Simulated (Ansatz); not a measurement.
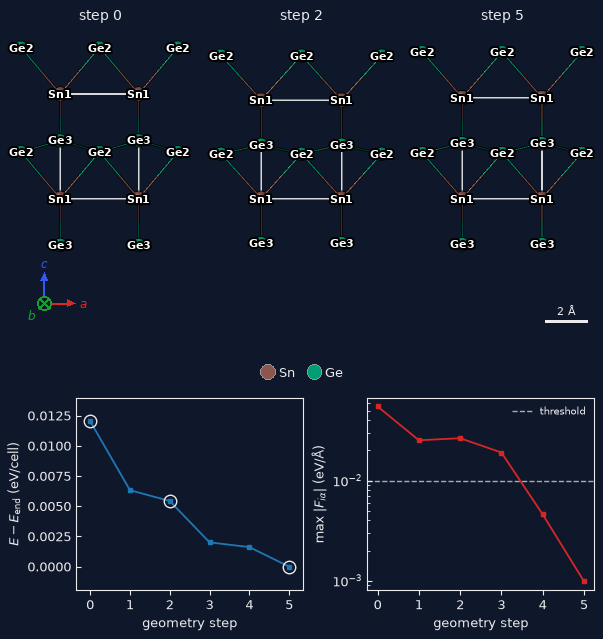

Frames of a relaxation of solid SnGe2 (a generated structure, set up in P-4m2), marked on the history of the run. A ball-and-stick model of the cell of the calculation, seen along the b axis.

Method: Ansatz 0.2.0, DFT PBE, scalar-relativistic, plane waves, PAW.

Input
```yaml
crystal:
  lattice:
    - [3.803398628, 0.0, 0.0]
    - [0.0, 3.803398628, 0.0]
    - [0.0, 0.0, 5.0686543281]
  atoms:
    - { symbol: Sn, position: [0.0, 0.0, 0.0] }
    - { symbol: Ge, position: [0.5, 0.0, 0.4441510729] }
    - { symbol: Ge, position: [0.0, 0.5, 0.5558489271] }
basis:
  ecutwfc: 420
kpoints:
  mp_grid: { grid: [12, 12, 10] }
hamiltonian:
  xc: pbe
scf:
  occupations: { method: gaussian, width: 0.1 }
output:
  forces: true
  stress: true
  eigenvalues: true
relax:
  adjacent_minimum: "off"
  f_tol: 0.01
  max_steps: 80
  cell: { stress_tol: 0.05 }
```

Launched with:
```bash
ansatz run input.yaml --threads 1 --pin off --max-ram 2560MiB --backend cpu --events-out ev --progress --plain --runs-dir out
```

> What happens along the run?

The run was cut off at its time limit before the program reported convergence, but its last step already meets the force threshold: the largest component is 0.00099 eV/Å against 0.01 eV/Å. The pressure is within 0.02 GPa of its target. The energy falls by 12.1 meV per cell of the calculation in 5 geometry steps. The largest force component goes from 0.055 to 0.00099 eV/Å. The pressure goes from −0.08 to −0.02 GPa. The largest moves relative to the cell, 0.036 Å, are those of Ge2 and Ge3. Ge2 goes along +c. Sn stays in place. The drawn cell changes as follows: a = b 3.803 → 3.867 Å (+1.7 %), c 5.069 → 4.892 Å (−3.5 %); the volume changes by −0.3 %. Among the contacts that change: Ge2–Ge3 2.748 → 2.775 Å, Sn1–Ge2 2.947 → 2.936 Å. Among the angles between lasting bonds that change: Ge3–Ge2–Ge3 156.2° → 160.3°, Sn1–Ge2–Ge3 73.2° → 70.7°, Sn1–Ge2–Sn1 80.4° → 82.4°. The space group stays P-4m2 (No. 115). From step 0 to 2: Ge atoms move most (0.05 Å), volume −1.1 %, energy −6.6 meV per cell of the calculation. From step 2 to 5: volume +0.8 %, energy −5.4 meV per cell of the calculation.
